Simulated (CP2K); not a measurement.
# GFN1-xTB run of SnH2F2 (SMILES [F][SnH2][F])

Aim: the energy change on altering one bond length of SnH2F2 at GFN1-xTB, from 2 runs. 

The calculation is run with CP2K 2026.2.

1 further run of the same task is left out (it didn't finish). Runs told in other sessions of the task aren't counted.

## 1. The structure to begin with

SnH2F2: 5 atoms, total charge 0, spin state singlet. As SMILES, `[F][SnH2][F]`. The coordinates come from a PBE0-D4/def2-TZVP relaxation.

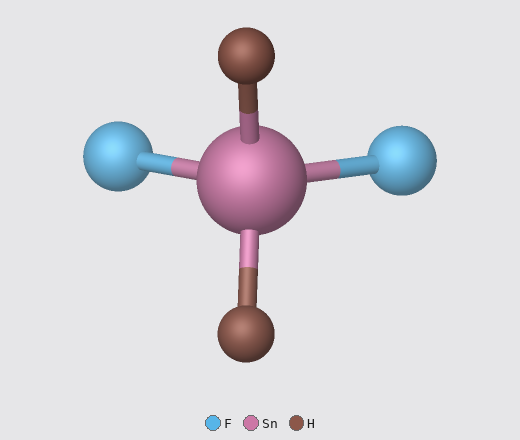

The structure, seen from a chosen angle (fluorine blue, tin pink, hydrogen brown).

## 2. A single-point energy at GFN1-xTB

Input file molecule.xyz:

```xyz
5

F     -0.343500    -0.356300     1.741400
Sn     0.128900    -0.073200    -0.086200
F     -1.231200     1.110700    -0.712400
H     -0.087400    -1.547100    -0.889100
H      1.583200     0.792100    -0.095000
```

Input file gas.inp:

```
&GLOBAL
  PROJECT gas
  RUN_TYPE ENERGY
  PRINT_LEVEL MEDIUM
&END GLOBAL

&FORCE_EVAL
  METHOD QS
  &DFT
    # Quickstep
    &QS
      METHOD XTB
      EPS_DEFAULT 1.0E-10
      &XTB
        GFN_TYPE 1
        CHECK_ATOMIC_CHARGES F
      &END XTB
    &END QS
    # isolated system
    &POISSON
      PERIODIC NONE
      POISSON_SOLVER ANALYTIC
    &END POISSON
    &SCF
      SCF_GUESS ATOMIC
      EPS_SCF 1.0E-07
      MAX_SCF 80
      ADDED_MOS 8
      &DIAGONALIZATION
        ALGORITHM STANDARD
      &END DIAGONALIZATION
      &MIXING
        METHOD DIRECT_P_MIXING
        ALPHA 0.4
      &END MIXING
      &SMEAR ON
        METHOD FERMI_DIRAC
        ELECTRONIC_TEMPERATURE [K] 300
      &END SMEAR
    &END SCF
    &PRINT
      &MOMENTS
        PERIODIC F
        REFERENCE COM
        MAX_MOMENT 1
      &END MOMENTS
      &MO ON
        ENERGIES T
        OCCUPATION_NUMBERS T
        NDIGITS 6
        &EACH
          QS_SCF 0
        &END EACH
        ADD_LAST NUMERIC
      &END MO
      &HIRSHFELD OFF
      &END HIRSHFELD
    &END PRINT
  &END DFT
  &SUBSYS
    # vacuum box
    &CELL
      ABC 18.8 18.7 18.6
      PERIODIC NONE
    &END CELL
    &TOPOLOGY
      COORD_FILE_NAME molecule.xyz
      COORD_FILE_FORMAT XYZ
      &CENTER_COORDINATES
      &END CENTER_COORDINATES
    &END TOPOLOGY
  &END SUBSYS
&END FORCE_EVAL
```

On the command line:

```sh
$ OMP_NUM_THREADS=1 cp2k.psmp -i gas.inp -o gas.out
```

Log:

```text
CP2K| version string:                                       CP2K version 2026.2
[...]
 GLOBAL| Method name                                                        CP2K
[...]
 GLOBAL| Run type                                                         ENERGY
[...]
                             - Atoms:                                          5
[...]
                             - Spherical basis functions:                     21
[...]
 Number of electrons:                                                         20
[...]
     1 P_Mix/Diag. 0.40E+00    0.0     0.69331451       -13.7254862042 -1.37E+01
[...]
     9 DIIS/Diag.  0.61E-07    0.0     0.00000006       -13.8595822700 -5.20E-07
  *** SCF run converged in     9 steps ***
[...]
  Fermi energy:                                                -0.30772771829609
[...]
 TB_DIPOLE| Moment [Debye]          3.37112834      -1.65717386      -2.21005671
 TB_DIPOLE| Derivative [a.u.]       0.00000000       0.00000000       0.00000000
[...]
 ENERGY| Total FORCE_EVAL ( QS ) energy [hartree]            -13.859582270008877
[...]
```

It took 0.82 s on 1 thread of Intel Xeon 6975P-C (Granite Rapids), shared host; peak memory 0.19 GiB.

## 3. The distorted shape at the same level

Input file molecule.xyz:

```xyz
5

F      0.064548    -0.711486     1.929268
Sn     0.536948    -0.428386     0.101668
F     -1.231200     1.110700    -0.712400
H      0.320648    -1.902286    -0.701232
H      1.991248     0.436914     0.092868
```

Input file run.inp:

```
&FORCE_EVAL
    METHOD QS
    &DFT
        &QS
            METHOD XTB
            EPS_DEFAULT 1.0E-10
            &XTB
                GFN_TYPE 1
                CHECK_ATOMIC_CHARGES F
            &END
        &END
        &POISSON
            PERIODIC NONE
            POISSON_SOLVER ANALYTIC
        &END
        &SCF
            SCF_GUESS ATOMIC
            EPS_SCF 1.0E-07
            MAX_SCF 80
            ADDED_MOS 8
            &DIAGONALIZATION
                ALGORITHM STANDARD
            &END
            &MIXING
                METHOD DIRECT_P_MIXING
                ALPHA 0.4
            &END
            &SMEAR ON
                METHOD FERMI_DIRAC
                ELECTRONIC_TEMPERATURE [K] 300
            &END
        &END
        &PRINT
            &MOMENTS
                PERIODIC F
                REFERENCE COM
                MAX_MOMENT 1
            &END
            &MO ON
                ENERGIES T
                OCCUPATION_NUMBERS T
                NDIGITS 6
                &EACH
                    QS_SCF 0
                &END
                ADD_LAST NUMERIC
            &END
            &HIRSHFELD OFF
            &END
        &END
    &END
    &SUBSYS
        &CELL
            ABC 19.2 19 18.6
            PERIODIC NONE
        &END
        &TOPOLOGY
            COORD_FILE_NAME molecule.xyz
            COORD_FILE_FORMAT XYZ
            &CENTER_COORDINATES
            &END
        &END
    &END
&END
&GLOBAL
    PROJECT run
    RUN_TYPE ENERGY
    PRINT_LEVEL MEDIUM
&END
```

On the command line:

```sh
$ OMP_NUM_THREADS=1 cp2k.psmp -i run.inp -o run.out
```

Log:

```text
CP2K| version string:                                       CP2K version 2026.2
[...]
 GLOBAL| Method name                                                        CP2K
[...]
 GLOBAL| Run type                                                         ENERGY
[...]
                             - Atoms:                                          5
[...]
                             - Spherical basis functions:                     21
[...]
 Number of electrons:                                                         20
[...]
     1 P_Mix/Diag. 0.40E+00    0.0     1.35594355       -13.6323683404 -1.36E+01
[...]
    14 DIIS/Diag.  0.27E-08    0.0     0.00000002       -13.8101774528 -1.26E-13
  *** SCF run converged in    14 steps ***
[...]
  Fermi energy:                                                -0.38886514825906
[...]
 TB_DIPOLE| Moment [Debye]          4.82439042      -2.93783277      -1.49486818
 TB_DIPOLE| Derivative [a.u.]       0.00000000       0.00000000       0.00000000
[...]
 ENERGY| Total FORCE_EVAL ( QS ) energy [hartree]            -13.810177452823680
[...]
```

Run time: 0.82 s. Hardware: 1 thread of Intel Xeon 6975P-C (Granite Rapids), shared host; peak memory 0.19 GiB.

## 4. What came out

At GFN1-xTB:

| quantity | value |
| --- | --- |
| first shape: total energy | -13.85958 Eh |
| first shape: dipole moment (from atomic charges alone) | 4.36 D |
| first shape: HOMO energy | -13.52 eV |
| first shape: LUMO energy | -7.48 eV |
| first shape: HOMO–LUMO gap | 6.04 eV |
| first shape: dispersion energy | -2.15 kJ/mol |
| distorted shape: total energy | -13.81018 Eh |
| distorted shape: dipole moment (from atomic charges alone) | 5.84 D |
| distorted shape: HOMO energy | -12.29 eV |
| distorted shape: LUMO energy | -9.69 eV |
| distorted shape: HOMO–LUMO gap | 2.60 eV |
| distorted shape: dispersion energy | -2.17 kJ/mol |
| energy change with the Sn2–F3 bond stretched from 1.909 to 2.481 Å | 1.344 eV |

**Reading.** With the Sn2–F3 bond stretched from 1.909 to 2.481 Å the energy rises by 1.34 eV (130 kJ/mol). The first shape isn't relaxed at this level, so the change isn't measured from a minimum. The dipole (first shape) comes from point charges on the atoms alone, without atomic dipoles, so it is partial. The dipole (distorted shape) comes from point charges on the atoms alone, without atomic dipoles, so it is partial.
